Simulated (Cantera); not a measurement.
Charge: 1 mol SiCl₄, 4.7 mol HCl, 100 mol H₂, equilibrated at 13300 Pa.

These are equilibrium values from Cantera (NASA tables, ideal gas, pure condensed phases), not measurements of a reactor. Candidate condensed phases: Si; 19 gas species. The tables' values for SiCl₃, SiCl are old estimates; treat these amounts as uncertain. Rates play no part.

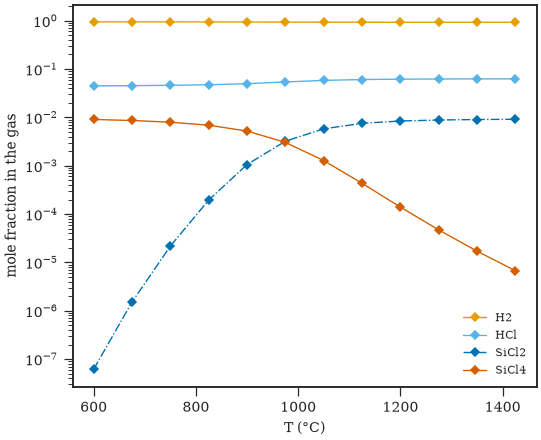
Figure: Equilibrium gas composition (values under 1e-9 drawn at 1e-9)

### Question
Read off the mole fractions at 675 °C.

### Answer
H₂ about 0.95, HCl about 0.045, SiCl₄ about 0.0086, SiCl₂ about 1.5e-6.
